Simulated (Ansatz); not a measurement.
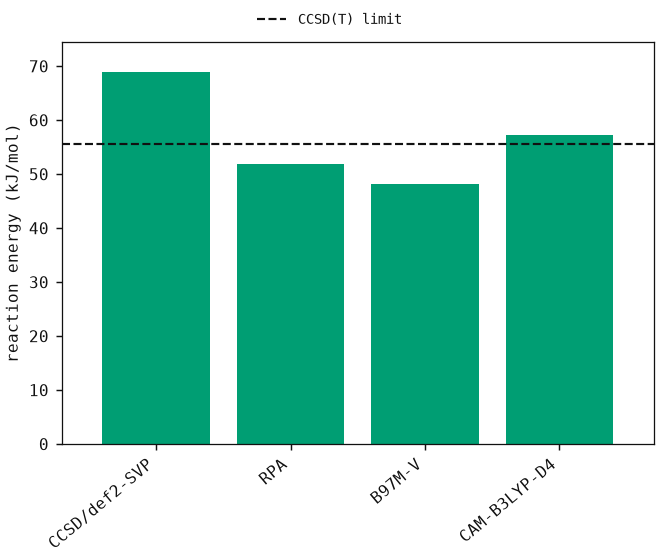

Electronic reaction energy of GeHOF ([OH][Ge][F]) [singlet] + SbH₃S ([SH][SbH2]) → GeHSF ([F][Ge][SH]) [singlet] + SbH₃O ([OH][SbH2]) (SMILES in brackets) at several levels (functionals in def2-TZVPP unless a basis is named), isolated molecules at PBE0-D4 triple-zeta geometries, minima by their frequencies, no zero-point or thermal terms, the Ansatz code. The line is frozen-core CCSD(T) at the basis limit (MP2 extrapolated from triple and quadruple zeta, plus CCSD(T) less MP2 in a smaller set). RPA holds a correlation term that converges slowly with the basis, so part of the distance to the limit is basis error. The distance of CCSD/def2-SVP to the limit includes basis error. Core potentials past Kr.

Q: Which level comes closest to the line (CCSD(T) limit), and which misses most?

A: Closest CAM-B3LYP-D4 (57.2 kJ/mol), against 55.6 kJ/mol; farthest CCSD/def2-SVP (68.9 kJ/mol).

Q: What do zero-point energy and temperature add?

A: Zero-point change −0.1 kJ/mol; at 298.15 K and 1 bar the CCSD(T) limit plus thermal terms gives an enthalpy of reaction of 55.7 and a free energy of 55.7 kJ/mol (harmonic PBE0-D4 modes, ideal gas).

Caveats: no scalar relativity up to krypton; outer-core shells are correlated without core-valence functions, which makes the correlated values less sure; spin-orbit coupling is left out, and with Sb it can shift these values.
